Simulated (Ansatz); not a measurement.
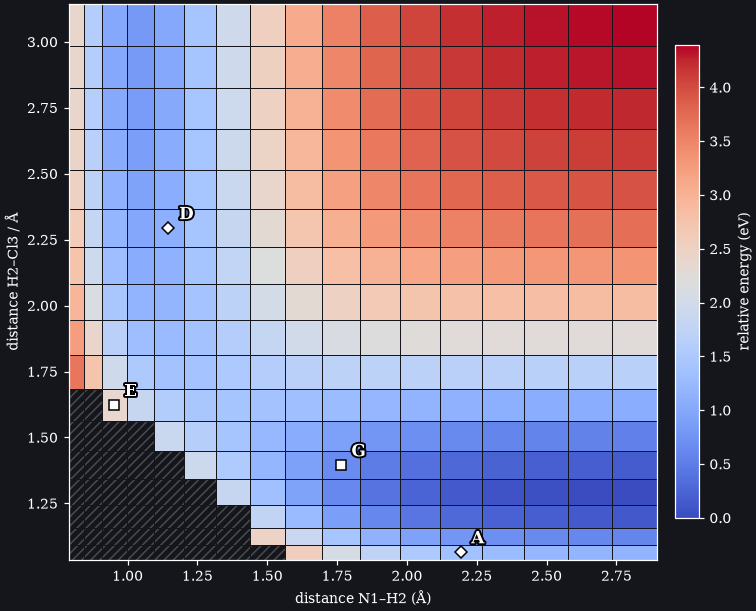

The system N + HCl, spin multiplicity 4. The first coordinate is: distance N1–H2; the second: distance H2–Cl3. Nothing is relaxed (the angle N1–H2–Cl3 is fixed at 100 degrees). The scan uses a 17 × 17 grid. At 39 points there is no value. Points are written as (first, second). Energies: eV, counted from the lowest grid point. In part of the range the unrestricted reference is strongly spin-contaminated. The calculation used Ansatz, UKS PBE0-D4/aug-cc-pVTZ.

Drawn: one coloured cell a grid point, hatched blanks where no value was computed, lettered points.

Q: Is A the lowest point of the computed grid?

A: No. A lies 1.37 eV above the lowest grid point, which is at (2.816 Å, 1.291 Å).

Q: Rank the lettered points by energy, lowest first.

A: G (0.66 eV), D (1.10 eV), A (1.37 eV), E (2.38 eV).
